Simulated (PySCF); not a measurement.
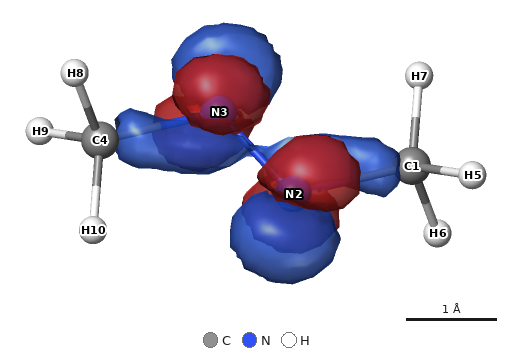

*C₂H₆N₂, SMILES `CN=NC`. Unrelaxed difference density of S₁ less the ground state (full linear response singlet states), ±0.08 e/Å³; red: gain, blue: loss.*

Method: PBE0/def2-SVPD; geometry: GFN2-xTB; program: PySCF. No frequency check shows the geometry to be a minimum.

Cartesian coordinates (Å):

```
C1       1.7830    0.0696   -0.0003
N2       0.4437   -0.4366   -0.0005
N3      -0.4437    0.4366   -0.0005
C4      -1.7830   -0.0696   -0.0003
H5       2.2879   -0.3306    0.8798
H6       2.2879   -0.3306   -0.8806
H7       1.8257    1.1636    0.0061
H8      -2.2879    0.3306    0.8798
H9      -2.2879    0.3306   -0.8806
H10     -1.8257   -1.1636    0.0061
```

### How does the charge move on excitation?

0.66 e is displaced in all, mostly between regions of the same atoms. The state: 3.38 eV (367 nm), f = 0.000 (dark), n → π*; the leading pair carries 100 %; hole on N2 and N3 (39 % each) and C1 and C4 (7 % each), electron on N2 and N3 (40 % each); their centroids lie 0.0 Å apart.
